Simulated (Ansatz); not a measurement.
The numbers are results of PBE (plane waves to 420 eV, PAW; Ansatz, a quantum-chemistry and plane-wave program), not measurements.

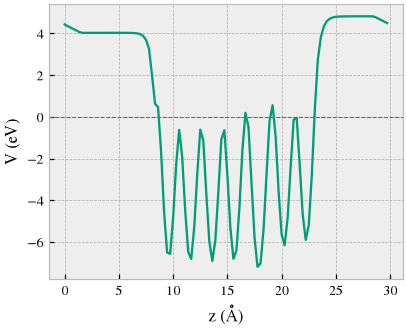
*Planar average of the electrostatic potential across the slab, in eV from the Fermi level, for the (110) surface of germanium, Sb on one of 2 atoms of the third shell, no caps (bottom of the slab: built like the top, H on every dangling bond, free)*

Model: 16-atom slab, 13.5 Å thick at the start with caps and adatoms (thin: gaps and levels are the slab's own), 7x5x1 mesh, Fermi-Dirac 0.025 eV, dipole correction, 2 atoms held, the rest relaxed; start symmetry kept, larger cells not searched; spin-polarised, no spin-orbit, no U. The slab shows no gap on its mesh. The starting moment vanished. It is one candidate, not shown to be the stable structure of the face.

The vacuum level lies 4.82 eV above the Fermi level over the top face and 4.03 eV above it under the bottom face.
